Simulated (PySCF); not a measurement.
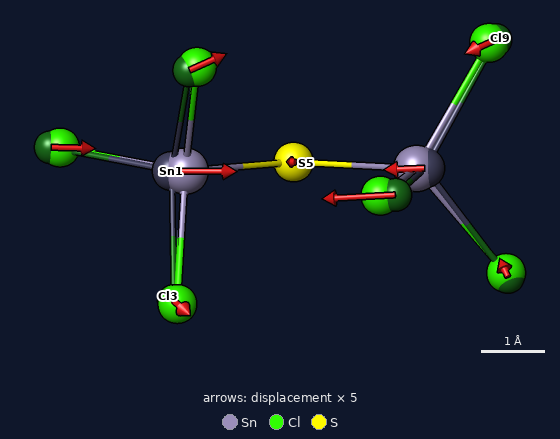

A relaxation of Sn2SCl6. The starting structure is drawn faded, the final one solid; red arrows show the displacements, 5 times their true length. The two geometries are superimposed by the best rigid fit.

Style: ball-and-stick. Shown face on.

The start comes from GFN2-xTB. Its atoms were then displaced at random by about 0.03 Å.

Method: PBE0-D3(BJ)/def2-SVP geometry optimisation, gas phase (PySCF). 

> What did the optimiser do to the structure, and how much energy did it gain?

Over 10 geometry steps the energy falls by 31.8 kJ/mol. A Cl atom moves most after the best rigid fit: 0.25 Å. By element the largest moves are Cl 0.25 Å, Sn 0.22 Å, S 0.04 Å. Some distances before and after: S–Sn 2.544 → 2.409 Å, Cl–Sn 2.230 → 2.317 Å, S–Sn 2.482 → 2.400 Å, Cl–Sn 2.265 → 2.319 Å. Bond angles that change, for instance: Sn–S–Sn 107.3° → 100.8°, Cl–Sn–S 111.6° → 106.1°, Cl–Sn–S 107.0° → 111.8°.
